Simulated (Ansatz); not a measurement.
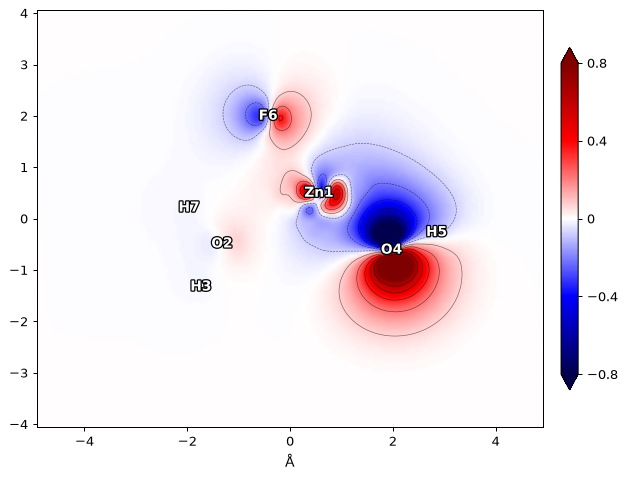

FH3O2Zn. The HOMO−1 on the molecular plane (values in Å⁻³ᐟ²; the overall sign is arbitrary).

Level of theory: RHF/def2-SVP in Ansatz 0.2.0.

```
atom    x (Å)    y (Å)    z (Å)
  Zn   0.7890  -0.3166  -0.1736
   O  -0.0355  -0.1275   1.7817
   H  -0.8409  -0.2379   2.2650
   O  -0.4327  -0.3553  -1.4897
   H  -0.1668  -0.4286  -2.3908
   F   2.3627  -0.3734   0.6869
   H   0.7122  -0.2040   2.3636
```

Question: Describe this orbital and give its energy.

Answer: Its weight (Hirshfeld) is mainly on O4 (about 80 %) and Zn1 (about 15 %); largely a lone pair of O4. Its energy is −11.96 eV.
